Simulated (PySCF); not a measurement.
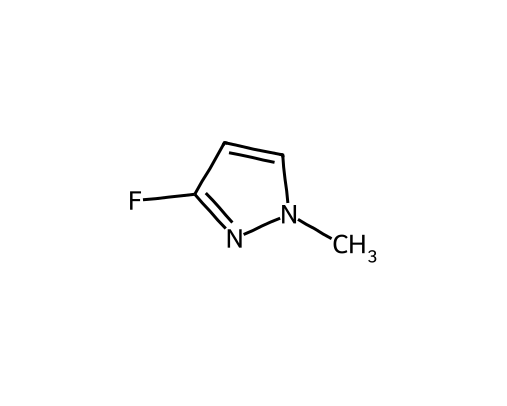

The geometry was computed by an optimisation with PBE0-D3(BJ)/def2-SVP. No frequency run is at hand to confirm it as a minimum. Program: PySCF 2.14.0.

Compare dipole (D), HOMO–LUMO gap (eV) at these levels: BHandHLYP/aug-pcX-1 (pcseg-1 on H); PBE0/pcSseg-1 in chloroform (IEF-PCM); ωB97X-D/def2-SVPD; ωB97X-D/def2-SVPD in chloroform (IEF-PCM).

```
                                    level  dipole (D)  HOMO–LUMO gap (eV)
       BHandHLYP/aug-pcX-1 (pcseg-1 on H)        4.03                8.58
    PBE0/pcSseg-1 in chloroform (IEF-PCM)        4.72                7.43
                        ωB97X-D/def2-SVPD        3.96               10.95
ωB97X-D/def2-SVPD in chloroform (IEF-PCM)        4.87               11.00
```
